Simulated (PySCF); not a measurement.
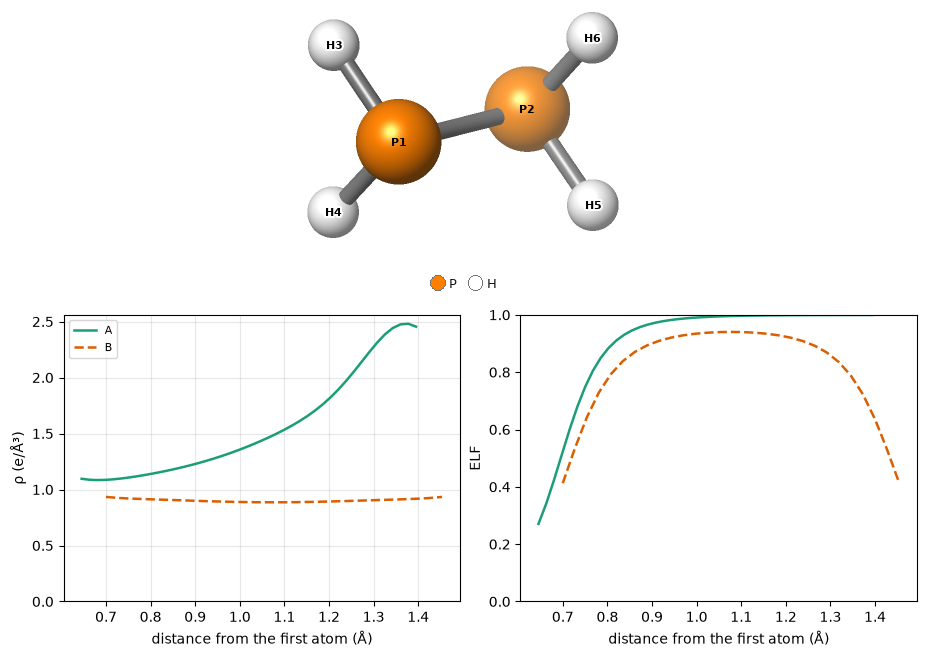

Figure. H4P2 (P2H4). Total electron density and electron localisation function along straight lines between neighbouring atoms. The curves leave out the atomic cores. The structure is drawn too.

Geometry: GFN2-xTB.

Method: PBE0/pcSseg-1, SCF density, gas phase, non-relativistic (PySCF).

The calculation's input:

```
{"job": {"kind": "nmr", "xc": "PBE0", "basis": "pcSseg-1"}, "charge": 0, "multiplicity": 1}
P      0.497472     0.902146    -0.315961
P     -0.496890    -0.904574     0.303703
H      1.356077     0.919040     0.783877
H      1.436804     0.231030    -1.099554
H     -1.363589    -0.915320    -0.789983
H     -1.426751    -0.230331     1.096344
```

Launched as:

```sh
OMP_NUM_THREADS=1 python probes_run.py task.json out
```

> Which curve belongs to which contact (P–H and P–P)? The first atom named is at distance zero.

Curve A: P–H (1.40 Å): ρ is about 1.1 e/Å³ halfway; the ELF climbs to about 1 towards the hydrogen, as it does in any bond to H. Curve B: P–P (2.15 Å): ρ at the midpoint is about 0.89 e/Å³; the ELF peaks at about 0.95 between the atoms, as expected for localised, covalent bonding.
